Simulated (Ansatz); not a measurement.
# Pressure series in Si3N4

The parent structure is Si$_{3}$N$_{4}$ (space group P6_3/m, No. 176).

```yaml
crystal:
  lattice:
    - [7.66352, 0.00000, 0.00000]
    - [-3.83176, 6.63680, 0.00000]
    - [0.00000, 0.00000, 2.92654]
  atoms:
    - { symbol: Si, position: [0.23108, 0.82498, 0.75000] }
    - { symbol: Si, position: [0.76892, 0.17502, 0.25000] }
    - { symbol: Si, position: [0.40610, 0.23108, 0.25000] }
    - { symbol: Si, position: [0.59390, 0.76892, 0.75000] }
    - { symbol: Si, position: [0.17502, 0.40610, 0.75000] }
    - { symbol: Si, position: [0.82498, 0.59390, 0.25000] }
    - { symbol: N, position: [0.33333, 0.66667, 0.75000] }
    - { symbol: N, position: [0.66667, 0.33333, 0.25000] }
    - { symbol: N, position: [0.96915, 0.67000, 0.75000] }
    - { symbol: N, position: [0.03085, 0.33000, 0.25000] }
    - { symbol: N, position: [0.29915, 0.96915, 0.25000] }
    - { symbol: N, position: [0.70085, 0.03085, 0.75000] }
    - { symbol: N, position: [0.33000, 0.29915, 0.75000] }
    - { symbol: N, position: [0.67000, 0.70085, 0.25000] }
```

Cell and atoms are relaxed at each pressure.

Computed with Ansatz (a quantum-chemistry and plane-wave program) PBE, spin-orbit coupling left out.

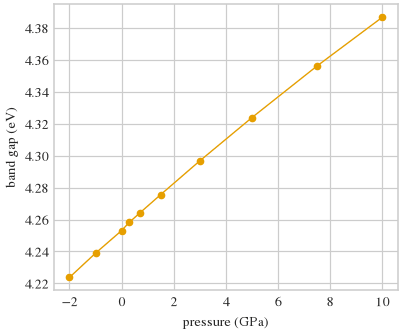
*Band gap against pressure*

**Question.** From the plot, what is the band gap for pressure 10 GPa?

**Answer.** About 4.39 eV.

**Question.** Is the trend monotonic over the range shown?

**Answer.** Yes, it rises throughout, spanning 4.22 eV to 4.39 eV.

Load acts through the strain it causes; cell and atoms are relaxed under it. No phonon test of stability was made. No other phases were tried under pressure.
